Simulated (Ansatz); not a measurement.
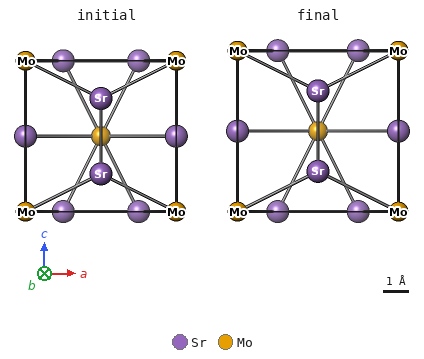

The structure of solid Sr₃Mo (a generated structure, set up in Pm-3n) (coarse preliminary run) before (left) and after (right) a relaxation, at one scale.

The picture is a ball-and-stick view of the cell of the calculation, seen along the b axis.

All numbers below come from Ansatz, DFT PBE, scalar-relativistic, plane waves, PAW.

Input file:
```yaml
crystal:
  lattice:
    - [6.1723491, 0.0, 0.0]
    - [0.0, 6.1723491, 0.0]
    - [0.0, 0.0, 6.1723491]
  atoms:
    - { symbol: Sr, position: [0.0, 0.25, 0.5] }
    - { symbol: Sr, position: [0.0, 0.75, 0.5] }
    - { symbol: Sr, position: [0.25, 0.5, 0.0] }
    - { symbol: Sr, position: [0.75, 0.5, 0.0] }
    - { symbol: Sr, position: [0.5, 0.0, 0.25] }
    - { symbol: Sr, position: [0.5, 0.0, 0.75] }
    - { symbol: Mo, position: [0.5, 0.5, 0.5] }
    - { symbol: Mo, position: [0.0, 0.0, 0.0] }
basis:
  ecutwfc: 420
kpoints:
  mp_grid: { grid: [4, 4, 4] }
hamiltonian:
  xc: pbe
scf:
  occupations: { method: gaussian, width: 0.1 }
  lower_state_search: "off"
output:
  forces: true
  stress: true
  eigenvalues: true
relax:
  adjacent_minimum: "off"
  f_tol: 0.04
  max_steps: 70
  cell: { stress_tol: 0.4 }
```

Run as
```bash
ansatz run input.yaml --threads 1 --pin off --max-ram 2048MiB --backend cpu --events-out ev --progress --plain --runs-dir out
```

Describe what moved and what it gained.

Answer. The energy falls by 117 meV per atom in 2 accepted moves (3 points after the start). All forces vanish by symmetry, so only the cell relaxes. The pressure goes from 6.40 to 0.28 GPa. The SCF was repeated once at an unchanged geometry on a basis and grid sized afresh for the cell, which shifted the energy by 0.4 meV per atom at most. No atom moves by more than 0.005 Å relative to the cell. The drawn cell changes as follows: a = b = c 6.172 → 6.586 Å (+6.7 %); the volume changes by +21.5 %. Among the contacts that change: Sr1–Mo7 3.450 → 3.681 Å, Sr1–Sr2 3.086 → 3.293 Å. The space group stays Pm-3n (No. 223). The run took 31 s on 1 thread of Arm Neoverse V2, with other jobs on the host, peak memory 0.49 GiB.
